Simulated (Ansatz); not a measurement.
# SiH4 + GeH3 radical: a complex and its separated parts

Aim: how far the complex at one end of a reaction step lies below its separated, relaxed parts, level by level.

Computed with Ansatz 0.2.0, Gaussian basis. Level: PBE0-D4/def2-TZVP structures, single points in def2-TZVPP, no counterpoise correction.

Levels: SPW92, PBE-D4, BLYP-D4, r2SCAN-D4, B97M-V, PBE0-D4, B3LYP-D4, r2SCAN0-D4, BHLYP-D4, CAM-B3LYP-D4, wB97X-V, wB97M-V, B2PLYP, PBE-QIDH, RPA on PBE, Hartree-Fock, MP2, CCSD, CCSD(T).

Cores are frozen in the correlated methods. Filled d shells of the heavier atoms are correlated. Orbitals are unrestricted. B3LYP uses VWN-RPA correlation. B2PLYP carries no dispersion term here.

94 further runs of the same task are left out: 94 set aside as unsound or not needed.

### Step 1. The system as given

The complex: 9 atoms, charge 0, spin multiplicity 2.

Atoms are counted from 1 here; the program's logs count them from 0.

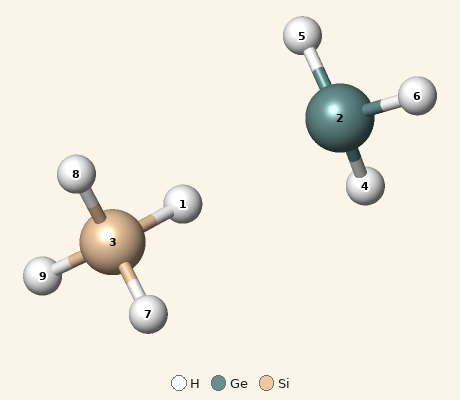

As it starts; hydrogen white, germanium teal, silicon light orange; atoms are numbered from 1 in the order of the file.

Geometry (Å):

```xyz
9
GeH7Si
H     0.13930   -0.66926    0.44841
Ge   -0.39957    2.06828   -1.39663
Si    0.36770   -1.88543    1.27193
H    -0.90961    1.61221   -2.77542
H    -1.45877    2.91188   -0.66477
H     0.92949    2.83443   -1.52259
H     1.52230   -2.64332    0.72655
H     0.65462   -1.48779    2.67354
H    -0.84556   -2.74090    1.23897
```

Its parts: SiH4 holds atoms 1, 3, 7, 8, 9; GeH3 radical holds atoms 2, 4, 5, 6. Each part counts its atoms afresh in its own runs.

### Step 2. Relaxing SiH4 alone

Contents of relax-a/in.yaml:

```yaml
crystal:
  periodic: [false, false, false]
  atoms:
    - {symbol: H, position_ang: [0.139302, -0.669262, 0.448406]}
    - {symbol: Si, position_ang: [0.367702, -1.885428, 1.271934]}
    - {symbol: H, position_ang: [1.522298, -2.643319, 0.726553]}
    - {symbol: H, position_ang: [0.654617, -1.487793, 2.673540]}
    - {symbol: H, position_ang: [-0.845563, -2.740901, 1.238970]}
basis:
  gaussian: {orbitals: def2-TZVP}
hamiltonian: {xc: pbe0, dispersion: d4}
relax: {f_tol: 0.005, max_steps: 200}
```

Command:

```
$ ansatz run in.yaml --threads 4 --pin off --events-out ev --progress --plain --max-ram 9574MiB
```

What it wrote (excerpt; [...] marks lines left out):

```text
Functional definition: PBE0
  name "PBE0"
  cite "Adamo & Barone, J. Chem. Phys. 110, 6158 (1999) doi:10.1063/1.478522"
  cite "Perdew, Burke & Ernzerhof, Phys. Rev. Lett. 77, 3865 (1996) doi:10.1103/PhysRevLett.77.3865"
  parent pbe
[...]
444 factors; their error is unknown
[...]
mean field -7939.08537267 eV, -291.7560061404 hartree, gradient 3.0e-5 eV, S^2 0.000000; 0 other end points of the search recorded, 0 dependent functions left out
[...]
reference -7939.08539898 eV, -291.7560071070 hartree; 9, 9 occupied and 52, 52 virtual orbitals, 444 factors
[...]
reference -7939.08542691 eV, -291.7560081334 hartree; 9, 9 occupied and 52, 52 virtual orbitals, 444 factors
Total energy: -7939.12000832 eV, -291.7572789768 hartree
Atom 0 at     0.139566    -0.670541     0.449265 Å, force    -0.000003     0.000039    -0.000028 eV/Å
Atom 1 at     0.367670    -1.885331     1.271874 Å, force     0.000014    -0.000055     0.000036 eV/Å
Atom 2 at     1.522173    -2.642895     0.726311 Å, force     0.000123    -0.000031    -0.000100 eV/Å
Atom 3 at     0.654535    -1.487430     2.673231 Å, force     0.000027     0.000102     0.000133 eV/Å
Atom 4 at    -0.845589    -2.740505     1.238722 Å, force    -0.000161    -0.000055    -0.000041 eV/Å
Dipole moment:    -0.000001     0.000009    -0.000007 e Å
```

It took 0.95 s on 4 threads of Intel Xeon Platinum 8259CL at 2.50GHz, shared host.

Step by step:

| step | energy from step 1 (eV) | largest force component (eV/Å) |
| --- | --- | --- |
| 1 | 0.0000 | 0.0249 |
| 2 | 0.0000 | 0.0069 |
| 3 | 0.0000 | 0.0002 |

Close pairs (by a distance rule), those that changed most:

| bond | before (Å) | after (Å) | change (Å) |
| --- | --- | --- | --- |
| H1–Si2 | 1.486 | 1.485 | -0.002 |
| Si2–H5 | 1.485 | 1.485 | -0.000 |
| Si2–H4 | 1.485 | 1.485 | -0.000 |
| Si2–H3 | 1.485 | 1.485 | -0.000 |

### Step 3. Relaxing GeH3 radical alone

Contents of relax-b/in.yaml:

```yaml
crystal:
  periodic: [false, false, false]
  atoms:
    - {symbol: Ge, position_ang: [-0.399565, 2.068284, -1.396627]}
    - {symbol: H, position_ang: [-0.909612, 1.612212, -2.775415]}
    - {symbol: H, position_ang: [-1.458768, 2.911880, -0.664773]}
    - {symbol: H, position_ang: [0.929489, 2.834427, -1.522589]}
basis:
  gaussian: {orbitals: def2-TZVP}
magnetization: {spin_polarized: true, initial_magnetization: 1}
hamiltonian: {xc: pbe0, dispersion: d4}
relax: {f_tol: 0.005, max_steps: 200}
```

Command:

```
$ ansatz run in.yaml --threads 4 --pin off --events-out ev --progress --plain --max-ram 9574MiB
```

What it wrote (excerpt; [...] marks lines left out):

```text
[... 5 set-up lines as earlier in the session ...]
[...]
533 factors; their error is unknown
[...]
mean field -56558.31508170 eV, -2078.4797426496 hartree, gradient 5.9e-5 eV, S^2 0.752134; 0 other end points of the search recorded, 0 dependent functions left out
[...]
Total energy: -56558.34222875 eV, -2078.4807402851 hartree
Atom 0 at    -0.399701     2.068925    -1.397055 Å, force    -0.000022     0.000288    -0.000205 eV/Å
Atom 1 at    -0.909616     1.611878    -2.775437 Å, force     0.000390     0.000654     0.001067 eV/Å
Atom 2 at    -1.458867     2.911738    -0.664478 Å, force     0.000883    -0.000499    -0.000819 eV/Å
Atom 3 at     0.929728     2.834262    -1.522435 Å, force    -0.001251    -0.000442    -0.000044 eV/Å
Dipole moment:     0.001239    -0.005955     0.003992 e Å
```

Run time: 1.4 s. Hardware: 4 threads of Intel Xeon Platinum 8259CL at 2.50GHz, shared host.

Along the way:

| step | energy from step 1 (eV) | largest force component (eV/Å) |
| --- | --- | --- |
| 1 | 0.0000 | 0.0052 |
| 2 | 0.0000 | 0.0013 |

Distances of close pairs at the start and the end, largest changes first:

| bond | before (Å) | after (Å) | change (Å) |
| --- | --- | --- | --- |
| Ge1–H4 | 1.539 | 1.539 | -0.000 |
| Ge1–H2 | 1.539 | 1.539 | -0.000 |
| Ge1–H3 | 1.539 | 1.539 | -0.000 |

### Step 4. SPW92/def2-TZVPP

Contents of parta/in.yaml:

```yaml
crystal:
  periodic: [false, false, false]
  atoms:
    - {symbol: H, position_ang: [0.139566, -0.670541, 0.449265]}
    - {symbol: Si, position_ang: [0.367670, -1.885331, 1.271874]}
    - {symbol: H, position_ang: [1.522173, -2.642895, 0.726311]}
    - {symbol: H, position_ang: [0.654535, -1.487430, 2.673231]}
    - {symbol: H, position_ang: [-0.845589, -2.740505, 1.238722]}
basis:
  gaussian: {orbitals: def2-TZVPP}
hamiltonian: {xc: lda}
```

Contents of partb/in.yaml:

```yaml
crystal:
  periodic: [false, false, false]
  atoms:
    - {symbol: Ge, position_ang: [-0.399701, 2.068925, -1.397055]}
    - {symbol: H, position_ang: [-0.909616, 1.611878, -2.775437]}
    - {symbol: H, position_ang: [-1.458867, 2.911738, -0.664478]}
    - {symbol: H, position_ang: [0.929728, 2.834262, -1.522435]}
basis:
  gaussian: {orbitals: def2-TZVPP}
magnetization: {spin_polarized: true, initial_magnetization: 1}
hamiltonian: {xc: lda}
```

The same command starts each run, in its folder.

Command:

```
$ ansatz run in.yaml --threads 4 --pin off --events-out ev --progress --plain --max-ram 9574MiB
```

Output in parta (excerpt; [...] marks lines left out):

```text
Functional definition: SPW92
  name "SPW92"
  cite "Dirac, Proc. Camb. Phil. Soc. 26, 376 (1930) doi:10.1017/S0305004100016108"
  cite "Slater, Phys. Rev. 81, 385 (1951) doi:10.1103/PhysRev.81.385"
  cite "Perdew & Wang, Phys. Rev. B 45, 13244 (1992) doi:10.1103/PhysRevB.45.13244"
[...]
524 factors; their error is unknown
[...]
mean field -7909.52603689 eV, -290.6697205864 hartree, gradient 1.6e-5 eV, S^2 0.000000; 0 other end points of the search recorded, 0 dependent functions left out
reference -7909.52606898 eV, -290.6697217657 hartree; 9, 9 occupied and 89, 89 virtual orbitals, 524 factors
Total energy: -7909.52606898 eV, -290.6697217657 hartree
```

Log of partb (excerpt; [...] marks lines left out):

```text
[... 5 set-up lines as earlier in the session ...]
[...]
535 factors; their error is unknown
[...]
mean field -56478.45188796 eV, -2075.5448244130 hartree, gradient 9.6e-6 eV, S^2 0.750987; 0 other end points of the search recorded, 0 dependent functions left out
reference -56478.45191561 eV, -2075.5448254289 hartree; 18, 17 occupied and 72, 73 virtual orbitals, 535 factors
Total energy: -56478.45191561 eV, -2075.5448254289 hartree
```

Times: 0.25 s (parta), 0.35 s (partb) on 4 threads of Intel Xeon Platinum 8259CL at 2.50GHz, shared host.

### Step 5. PBE-D4/def2-TZVPP

The same edit goes into each in.yaml of step 4 (parta, partb):

```diff
-hamiltonian: {xc: lda}
+hamiltonian: {xc: pbe, dispersion: d4}
```

One command serves all of them, each in its own folder.

Command:

```
$ ansatz run in.yaml --threads 4 --pin off --events-out ev --progress --plain --max-ram 9574MiB
```

Log of parta (excerpt; [...] marks lines left out):

```text
Functional definition: PBE
  name "PBE"
[... 2 set-up lines as earlier in the session ...]
[...]
524 factors; their error is unknown
[...]
mean field -7938.15290225 eV, -291.7217384843 hartree, gradient 2.1e-5 eV, S^2 0.000000; 0 other end points of the search recorded, 0 dependent functions left out
reference -7938.15293655 eV, -291.7217397448 hartree; 9, 9 occupied and 89, 89 virtual orbitals, 524 factors
Total energy: -7938.19527746 eV, -291.7232957445 hartree
```

partb printed (excerpt; [...] marks lines left out):

```text
[... 4 set-up lines as earlier in the session ...]
[...]
535 factors; their error is unknown
[...]
mean field -56556.73723063 eV, -2078.4217576923 hartree, gradient 9.6e-6 eV, S^2 0.751793; 0 other end points of the search recorded, 0 dependent functions left out
reference -56556.73726124 eV, -2078.4217588172 hartree; 18, 17 occupied and 72, 73 virtual orbitals, 535 factors
Total energy: -56556.77034448 eV, -2078.4229746037 hartree
```

They took 0.35 s (parta), 0.5 s (partb) on 4 threads of Intel Xeon Platinum 8259CL at 2.50GHz, shared host.

### Step 6. BLYP-D4/def2-TZVPP

The same edit goes into each in.yaml of step 5 (parta, partb):

```diff
-hamiltonian: {xc: pbe, dispersion: d4}
+hamiltonian: {xc: {name: BLYP}, dispersion: d4}
```

One command serves all of them, each in its own folder.

Command:

```
$ ansatz run in.yaml --threads 4 --pin off --events-out ev --progress --plain --max-ram 9574MiB
```

parta printed (excerpt; [...] marks lines left out):

```text
Functional definition: BLYP
  name "BLYP"
  cite "Becke, Phys. Rev. A 38, 3098 (1988) doi:10.1103/PhysRevA.38.3098"
  cite "Lee, Yang & Parr, Phys. Rev. B 37, 785 (1988) doi:10.1103/PhysRevB.37.785"
[...]
524 factors; their error is unknown
[...]
mean field -7942.32373206 eV, -291.8750136528 hartree, gradient 1.7e-5 eV, S^2 0.000000; 0 other end points of the search recorded, 0 dependent functions left out
reference -7942.32401355 eV, -291.8750239974 hartree; 9, 9 occupied and 89, 89 virtual orbitals, 524 factors
Total energy: -7942.42242834 eV, -291.8786406741 hartree
```

partb printed (excerpt; [...] marks lines left out):

```text
[... 4 set-up lines as earlier in the session ...]
[...]
535 factors; their error is unknown
[...]
mean field -56566.91914164 eV, -2078.7959360205 hartree, gradient 1.2e-5 eV, S^2 0.751041; 0 other end points of the search recorded, 0 dependent functions left out
reference -56566.91940289 eV, -2078.7959456212 hartree; 18, 17 occupied and 72, 73 virtual orbitals, 535 factors
Total energy: -56566.99561635 eV, -2078.7987464140 hartree
```

They took 0.3 s (parta), 0.5 s (partb) on 4 threads of Intel Xeon Platinum 8259CL at 2.50GHz, shared host.

### Step 7. r2SCAN-D4/def2-TZVPP

The same edit goes into each in.yaml of step 6 (parta, partb):

```diff
-hamiltonian: {xc: {name: BLYP}, dispersion: d4}
+hamiltonian: {xc: r2scan, dispersion: d4}
```

One command serves all of them, each in its own folder.

Command:

```
$ ansatz run in.yaml --threads 4 --pin off --events-out ev --progress --plain --max-ram 9574MiB
```

Log of parta (excerpt; [...] marks lines left out):

```text
Functional definition: r2SCAN
  name "r2SCAN"
  cite "Furness, Kaplan, Ning, Perdew & Sun, J. Phys. Chem. Lett. 11, 8208 (2020) doi:10.1021/acs.jpclett.0c02405"
  cite "Furness, Kaplan, Ning, Perdew & Sun, J. Phys. Chem. Lett. 11, 9248 (2020) doi:10.1021/acs.jpclett.0c03077"
  parent r2scan
[...]
524 factors; their error is unknown
[...]
mean field -7941.75741918 eV, -291.8542020383 hartree, gradient 1.4e-5 eV, S^2 0.000000; 0 other end points of the search recorded, 0 dependent functions left out
reference -7941.75742978 eV, -291.8542024278 hartree; 9, 9 occupied and 89, 89 virtual orbitals, 524 factors
Total energy: -7941.76699914 eV, -291.8545540954 hartree
```

Log of partb (excerpt; [...] marks lines left out):

```text
[... 5 set-up lines as earlier in the session ...]
[...]
535 factors; their error is unknown
[...]
mean field -56565.29062257 eV, -2078.7360890482 hartree, gradient 2.3e-5 eV, S^2 0.753678; 0 other end points of the search recorded, 0 dependent functions left out
reference -56565.29063272 eV, -2078.7360894215 hartree; 18, 17 occupied and 72, 73 virtual orbitals, 535 factors
Total energy: -56565.29784287 eV, -2078.7363543895 hartree
```

Wall times: 0.65 s (parta), 1.1 s (partb) on 4 threads of Intel Xeon Platinum 8259CL at 2.50GHz, shared host.

### Step 8. B97M-V/def2-TZVPP

The same edit goes into each in.yaml of step 7 (parta, partb):

```diff
-hamiltonian: {xc: r2scan, dispersion: d4}
+hamiltonian: {xc: {name: B97M-V}}
```

The same command starts each run, in its folder.

Command:

```
$ ansatz run in.yaml --threads 4 --pin off --events-out ev --progress --plain --max-ram 9574MiB
```

parta printed (excerpt; [...] marks lines left out):

```text
Functional definition: B97M-V
  name "B97M-V"
  cite "Mardirossian & Head-Gordon, J. Chem. Phys. 142, 074111 (2015) doi:10.1063/1.4907719"
  cite "Becke, J. Chem. Phys. 107, 8554 (1997) doi:10.1063/1.475007"
  cite "Vydrov & Van Voorhis, J. Chem. Phys. 133, 244103 (2010) doi:10.1063/1.3521275"
  # Of w^i u^j: cxij and so on, Table III.
[...]
  gx(w, u) = cx00 + cx01*u + cx02*u^2 + (cx10 + cx11*u)*w
[...]
  gos(w, u) = cos00 + cos01*u + cos03*u^3 + cos10*w + cos32*w^3*u^2
[...]
      + integral(e_c_pw_mod_opposite_spin*gos(b97_w_opposite, b97_u_opposite)) + vv10(b, c)
524 factors; their error is unknown
[...]
mean field -7940.58580520 eV, -291.8111460187 hartree, gradient 3.8e-5 eV, S^2 0.000000; 0 other end points of the search recorded, 0 dependent functions left out
reference -7940.58585763 eV, -291.8111479455 hartree; 9, 9 occupied and 89, 89 virtual orbitals, 524 factors
Total energy: -7940.58585763 eV, -291.8111479455 hartree
```

Output in partb (excerpt; [...] marks lines left out):

```text
[... 5 set-up lines as earlier in the session ...]
  # Of w^i u^j: cxij and so on, Table III.
[...]
  gx(w, u) = cx00 + cx01*u + cx02*u^2 + (cx10 + cx11*u)*w
[...]
  gos(w, u) = cos00 + cos01*u + cos03*u^3 + cos10*w + cos32*w^3*u^2
[...]
      + integral(e_c_pw_mod_opposite_spin*gos(b97_w_opposite, b97_u_opposite)) + vv10(b, c)
535 factors; their error is unknown
[...]
mean field -56554.99578086 eV, -2078.3577605937 hartree, gradient 1.7e-5 eV, S^2 0.751681; 0 other end points of the search recorded, 0 dependent functions left out
reference -56554.99582435 eV, -2078.3577621918 hartree; 18, 17 occupied and 72, 73 virtual orbitals, 535 factors
Total energy: -56554.99582435 eV, -2078.3577621918 hartree
```

They took 1 s (parta), 1.5 s (partb) on 4 threads of Intel Xeon Platinum 8259CL at 2.50GHz, shared host.

### Step 9. PBE0-D4/def2-TZVPP

The same edit goes into each in.yaml of step 8 (parta, partb):

```diff
-hamiltonian: {xc: {name: B97M-V}}
+hamiltonian: {xc: pbe0, dispersion: d4}
+output: {orbitals: {seedname: orbitals}}
```

Each run has its own folder and the same command.

Command:

```
$ ansatz run in.yaml --threads 4 --pin off --events-out ev --progress --plain --max-ram 9574MiB
```

parta printed (excerpt; [...] marks lines left out):

```text
[... 5 set-up lines as earlier in the session ...]
[...]
527 factors; their error is unknown
[...]
mean field -7939.10185156 eV, -291.7566117282 hartree, gradient 5.6e-5 eV, S^2 0.000000; 0 other end points of the search recorded, 0 dependent functions left out
reference -7939.10187745 eV, -291.7566126798 hartree; 9, 9 occupied and 89, 89 virtual orbitals, 527 factors
Total energy: -7939.13645886 eV, -291.7578835232 hartree
```

Log of partb (excerpt; [...] marks lines left out):

```text
[... 5 set-up lines as earlier in the session ...]
[...]
578 factors; their error is unknown
[...]
mean field -56558.33623032 eV, -2078.4805198472 hartree, gradient 6.5e-5 eV, S^2 0.752224; 0 other end points of the search recorded, 0 dependent functions left out
reference -56558.33625345 eV, -2078.4805206970 hartree; 18, 17 occupied and 72, 73 virtual orbitals, 578 factors
Total energy: -56558.36337387 eV, -2078.4815173541 hartree
```

Wall times: 0.35 s (parta), 0.55 s (partb) on 4 threads of Intel Xeon Platinum 8259CL at 2.50GHz, shared host.

### Step 10. B3LYP-D4/def2-TZVPP

The same edit goes into each in.yaml of step 9 (parta, partb):

```diff
-hamiltonian: {xc: pbe0, dispersion: d4}
-output: {orbitals: {seedname: orbitals}}
+hamiltonian: {xc: {name: B3LYP}, dispersion: d4}
```

One command serves all of them, each in its own folder.

Command:

```
$ ansatz run in.yaml --threads 4 --pin off --events-out ev --progress --plain --max-ram 9574MiB
```

Output in parta (excerpt; [...] marks lines left out):

```text
Functional definition: B3LYP
  name "B3LYP"
  cite "Stephens, Devlin, Chabalowski & Frisch, J. Phys. Chem. 98, 11623 (1994) doi:10.1021/j100096a001"
[... 2 set-up lines as earlier in the session ...]
  cite "Vosko, Wilk & Nusair, Can. J. Phys. 58, 1200 (1980) doi:10.1139/p80-159"
[...]
527 factors; their error is unknown
[...]
mean field -7943.47009235 eV, -291.9171416163 hartree, gradient 4.1e-5 eV, S^2 0.000000; 0 other end points of the search recorded, 0 dependent functions left out
reference -7943.47030300 eV, -291.9171493579 hartree; 9, 9 occupied and 89, 89 virtual orbitals, 527 factors
Total energy: -7943.53896861 eV, -291.9196727723 hartree
```

Output in partb (excerpt; [...] marks lines left out):

```text
[... 6 set-up lines as earlier in the session ...]
[...]
566 factors; their error is unknown
[...]
mean field -56567.01014950 eV, -2078.7992804975 hartree, gradient 6.6e-6 eV, S^2 0.751326; 0 other end points of the search recorded, 0 dependent functions left out
reference -56567.01034559 eV, -2078.7992877036 hartree; 18, 17 occupied and 72, 73 virtual orbitals, 566 factors
Total energy: -56567.06449194 eV, -2078.8012775452 hartree
```

They took 0.35 s (parta), 0.6 s (partb) on 4 threads of Intel Xeon Platinum 8259CL at 2.50GHz, shared host.

### Step 11. r2SCAN0-D4/def2-TZVPP

The same edit goes into each in.yaml of step 10 (parta, partb):

```diff
-hamiltonian: {xc: {name: B3LYP}, dispersion: d4}
+hamiltonian: {xc: {name: r2SCAN0}, dispersion: d4}
```

One command serves all of them, each in its own folder.

Command:

```
$ ansatz run in.yaml --threads 4 --pin off --events-out ev --progress --plain --max-ram 9574MiB
```

Log of parta (excerpt; [...] marks lines left out):

```text
Functional definition: r2SCAN0
  name "r2SCAN0"
  cite "Bursch, Neugebauer, Ehlert & Grimme, J. Chem. Phys. 156, 134105 (2022) doi:10.1063/5.0086040"
[... 3 set-up lines as earlier in the session ...]
[...]
527 factors; their error is unknown
[...]
mean field -7941.68707163 eV, -291.8516168135 hartree, gradient 4.1e-6 eV, S^2 0.000000; 0 other end points of the search recorded, 0 dependent functions left out
reference -7941.68708008 eV, -291.8516171243 hartree; 9, 9 occupied and 89, 89 virtual orbitals, 527 factors
Total energy: -7941.69814373 eV, -291.8520237056 hartree
```

partb printed (excerpt; [...] marks lines left out):

```text
[... 6 set-up lines as earlier in the session ...]
[...]
578 factors; their error is unknown
[...]
mean field -56564.80180838 eV, -2078.7181254583 hartree, gradient 6.8e-5 eV, S^2 0.753584; 0 other end points of the search recorded, 0 dependent functions left out
reference -56564.80181637 eV, -2078.7181257519 hartree; 18, 17 occupied and 72, 73 virtual orbitals, 578 factors
Total energy: -56564.81031877 eV, -2078.7184382092 hartree
```

Wall times: 0.65 s (parta), 1.1 s (partb) on 4 threads of Intel Xeon Platinum 8259CL at 2.50GHz, shared host.

### Step 12. BHLYP-D4/def2-TZVPP

The same edit goes into each in.yaml of step 11 (parta, partb):

```diff
-hamiltonian: {xc: {name: r2SCAN0}, dispersion: d4}
+hamiltonian: {xc: {name: BHLYP}, dispersion: d4}
```

Each run has its own folder and the same command.

Command:

```
$ ansatz run in.yaml --threads 4 --pin off --events-out ev --progress --plain --max-ram 9574MiB
```

parta printed (excerpt; [...] marks lines left out):

```text
Functional definition: BHLYP
  name "BHLYP"
  cite "Becke, J. Chem. Phys. 98, 1372 (1993) doi:10.1063/1.464304"
[... 2 set-up lines as earlier in the session ...]
[...]
546 factors; their error is unknown
[...]
mean field -7942.64000561 eV, -291.8866364913 hartree, gradient 4.8e-6 eV, S^2 0.000000; 0 other end points of the search recorded, 0 dependent functions left out
reference -7942.64014821 eV, -291.8866417320 hartree; 9, 9 occupied and 89, 89 virtual orbitals, 546 factors
Total energy: -7942.68773147 eV, -291.8883903844 hartree
```

Log of partb (excerpt; [...] marks lines left out):

```text
[... 5 set-up lines as earlier in the session ...]
[...]
637 factors; their error is unknown
[...]
mean field -56565.00564770 eV, -2078.7256164150 hartree, gradient 7.7e-5 eV, S^2 0.751874; 0 other end points of the search recorded, 0 dependent functions left out
reference -56565.00578106 eV, -2078.7256213158 hartree; 18, 17 occupied and 72, 73 virtual orbitals, 637 factors
Total energy: -56565.04555775 eV, -2078.7270830822 hartree
```

Times: 0.35 s (parta), 0.6 s (partb) on 4 threads of Intel Xeon Platinum 8259CL at 2.50GHz, shared host.

[end of part 1 of 2]
